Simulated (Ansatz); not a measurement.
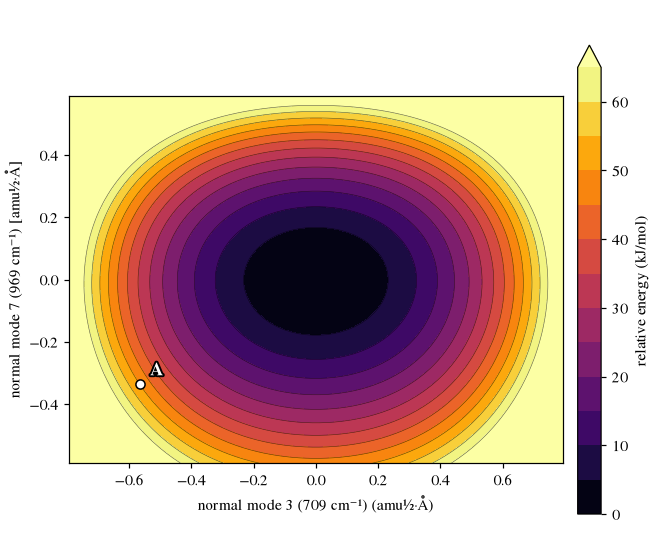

CH4Si, SMILES C=[SiH2]. Coordinates scanned: (1) normal mode 3 (709 cm⁻¹); (2) normal mode 7 (969 cm⁻¹). Nothing is relaxed (straight displacements along the two mass-weighted modes). Grid: 15 × 15 points; 120 points were computed and 105 follow by symmetry. Points are written as (first, second). Energies are in kJ/mol, from the lowest grid point. Level of theory: RKS PBE-D4/def2-TZVP in Ansatz 0.2.0.

In the figure: filled contours, one colour for all values above the top of the scale, the point A. Between grid points the surface is interpolated.

Question: Which way does the force act at A, and how strong is it?

Answer: A, at (−0.567 amu½·Å, −0.337 amu½·Å), is not a stationary point. The computed force is 135 kJ/mol for each amu½·Å towards larger values of normal mode 3 (709 cm⁻¹) and 90 kJ/mol for each amu½·Å towards larger values of normal mode 7 (969 cm⁻¹).
